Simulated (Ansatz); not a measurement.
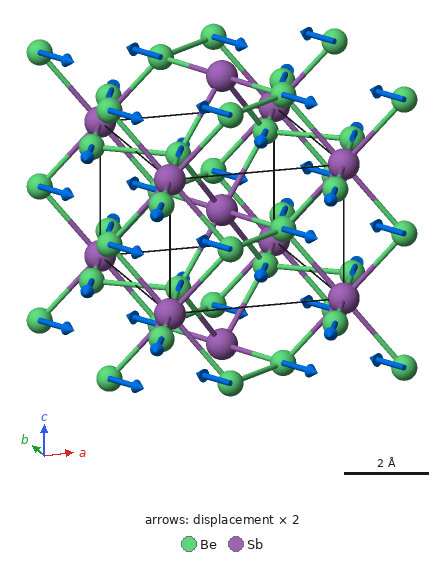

A relaxation of solid Be2Sb (built on the marcasite_58 type) (coarse preliminary run). The starting structure is drawn; blue arrows show the displacements (the part carried along by the change of the cell is left out), 2 times their true length.

Style: ball-and-stick. Shown: the cell of the calculation, slightly off an axis.

Case: marcasite type (Pnnm, No. 58).

All numbers below come from DFT PBE, scalar-relativistic, plane waves, PAW in Ansatz. Set-up: plane-wave cutoff 420 eV; k-point mesh 4 × 4 × 6; occupations gaussian; smearing width 0.1 eV; no spin polarisation; cell and atoms relaxed; force threshold 0.04 eV/Å; at most 70 steps.

Q: What happened in the run?

A: Over 15 accepted moves (20 points after the start) the energy falls by 719 meV per atom. Largest force component: 1 eV/Å at the start, 0.016 eV/Å at the end. The pressure goes from 39.74 to 0.13 GPa. The line search rejected the trial steps at points 7, 16, 18 of the run. At 2 points the geometry stayed and the basis and grid were re-selected for the new cell (energy shift of 12.5 meV per atom at most each time). The largest moves relative to the cell, 0.61 Å, are those of Be atoms. Sb stays in place. The drawn cell changes as follows: a 4.388 → 4.585 Å (+4.5 %), b 5.356 → 4.545 Å (−15.1 %), c 3.343 → 4.747 Å (+42.0 %); the volume changes by +25.9 %. Among the contacts that change: Be–Sb 3.442 → 2.559 Å, Be–Be 2.933 → 2.233 Å, Be–Sb 2.224 → 2.623 Å, Be–Sb 2.211 → 2.559 Å. Among the angles between lasting bonds that change: Be–Be–Sb 103.0° → 62.6°, Sb–Be–Sb 97.5° → 129.6°, Be–Sb–Be 97.5° → 129.6°. The space group (tolerance 0.01 Å) goes from Pnnm (No. 58) to Immm (No. 71).
